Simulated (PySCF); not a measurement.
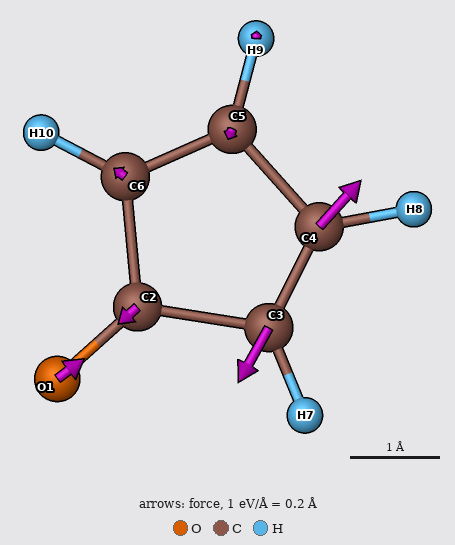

Starting geometry of C₅H₄O with the computed forces as purple arrows. Style: ball-and-stick. Shown face on.

The start comes from GFN2-xTB. Its atoms were then displaced at random by about 0.01 Å.

Method: PBE0-D3(BJ)/def2-TZVP geometry optimisation, gas phase in PySCF 2.14.0, density-fitted response routines. 

What follows when this structure is relaxed?

It isn't relaxed: the largest force vector, on C atoms, is 3.65 eV/Å. The final displacements follow the starting forces only in part (cosine between the two patterns 0.64). The largest move after the best rigid fit is that of C3, 0.031 Å. Largest moves by element: C 0.031 Å, O 0.028 Å, H 0.027 Å. Among the contacts that change: C3–C4 1.283 → 1.332 Å, O1–C2 1.227 → 1.203 Å, C5–H9 1.068 → 1.082 Å, C2–C6 1.489 → 1.502 Å. Among the angles between lasting bonds that change: C2–C3–H7 121.2° → 123.7°, C5–C4–H8 121.2° → 123.3°, C4–C3–H7 131.2° → 129.1°. Over 7 geometry steps the energy falls by 3.08 kcal/mol.
